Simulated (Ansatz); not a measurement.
Process, species as SMILES: OC (CH3-OH) → C atom + 4 H atom + O atom
B3LYP-D3(BJ)/def2-TZVP geometries, fixed; electronic energies without zero-point terms.
Largest species:
```
C
H 1 1.0891
H 1 1.0957 2 108.34
H 1 1.0957 2 108.34 3 -117.92
O 1 1.4207 2 106.80 3 121.04
H 5 0.9621 1 108.72 2 -180.00
```

Basis-set convergence of the atomisation energy at CCSD(T) with Ansatz (a quantum-chemistry and plane-wave program). Cartesian d functions, on some or all atoms, in 6-31G*, 6-31+G*, 6-31G**; all else is spherical. Cores are frozen. Open shells are unrestricted. No added dispersion term, no relativity. Functions are those of the species that has most. Reference: Hartree-Fock in aug-cc-pVQZ plus the correlation part extrapolated as X^-3 from aug-cc-pVTZ and aug-cc-pVQZ, 512.77 kcal/mol, itself unsure by roughly 1.41 kcal/mol (a third of the extrapolation step and of the last Hartree-Fock step). Deviations are taken from unrounded values. Cost is core time over that of aug-cc-pVDZ, rough, on shared machines of one kind; a dash marks a row that isn't timed (too short, read off another run, short of memory, by another algorithm or on other hardware).

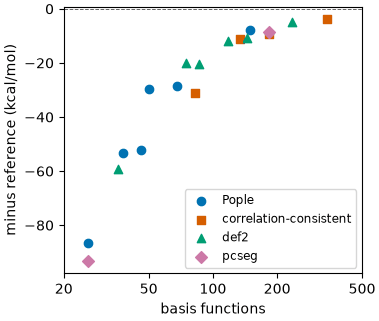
Deviation from the reference against the number of basis functions, by family of sets.

```json
[
 {"basis": "6-31G", "functions": "26", "atomisation energy (kcal/mol)": "426.01", "minus reference (kcal/mol)": "-86.76", "cost": "-"},
 {"basis": "pcseg-0", "functions": "26", "atomisation energy (kcal/mol)": "419.45", "minus reference (kcal/mol)": "-93.31", "cost": "-"},
 {"basis": "def2-SV(P)", "functions": "36", "atomisation energy (kcal/mol)": "453.49", "minus reference (kcal/mol)": "-59.28", "cost": "-"},
 {"basis": "6-31G*", "functions": "38", "atomisation energy (kcal/mol)": "459.43", "minus reference (kcal/mol)": "-53.33", "cost": "-"},
 {"basis": "6-31+G*", "functions": "46", "atomisation energy (kcal/mol)": "460.60", "minus reference (kcal/mol)": "-52.17", "cost": "-"},
 {"basis": "6-31G**", "functions": "50", "atomisation energy (kcal/mol)": "483.10", "minus reference (kcal/mol)": "-29.67", "cost": "-"},
 {"basis": "6-311+G**", "functions": "68", "atomisation energy (kcal/mol)": "484.36", "minus reference (kcal/mol)": "-28.41", "cost": "0.7×"},
 {"basis": "def2-SVPD", "functions": "75", "atomisation energy (kcal/mol)": "492.91", "minus reference (kcal/mol)": "-19.86", "cost": "0.9×"},
 {"basis": "aug-cc-pVDZ", "functions": "82", "atomisation energy (kcal/mol)": "481.67", "minus reference (kcal/mol)": "-31.10", "cost": "1×"},
 {"basis": "def2-TZVP", "functions": "86", "atomisation energy (kcal/mol)": "492.53", "minus reference (kcal/mol)": "-20.23", "cost": "1×"},
 {"basis": "def2-TZVPP", "functions": "118", "atomisation energy (kcal/mol)": "501.00", "minus reference (kcal/mol)": "-11.77", "cost": "2×"},
 {"basis": "jun-cc-pV(T+d)Z", "functions": "134", "atomisation energy (kcal/mol)": "501.70", "minus reference (kcal/mol)": "-11.07", "cost": "3×"},
 {"basis": "def2-TZVPPD", "functions": "145", "atomisation energy (kcal/mol)": "502.16", "minus reference (kcal/mol)": "-10.61", "cost": "3×"},
 {"basis": "6-311++G(3df,3pd)", "functions": "150", "atomisation energy (kcal/mol)": "504.87", "minus reference (kcal/mol)": "-7.90", "cost": "4×"},
 {"basis": "aug-cc-pVTZ", "functions": "184", "atomisation energy (kcal/mol)": "503.45", "minus reference (kcal/mol)": "-9.32", "cost": "7×"},
 {"basis": "aug-pcseg-2", "functions": "184", "atomisation energy (kcal/mol)": "504.36", "minus reference (kcal/mol)": "-8.40", "cost": "7×"},
 {"basis": "def2-QZVPP", "functions": "234", "atomisation energy (kcal/mol)": "508.06", "minus reference (kcal/mol)": "-4.71", "cost": "20×"},
 {"basis": "aug-cc-pVQZ", "functions": "344", "atomisation energy (kcal/mol)": "509.05", "minus reference (kcal/mol)": "-3.72", "cost": "-"}
]
```
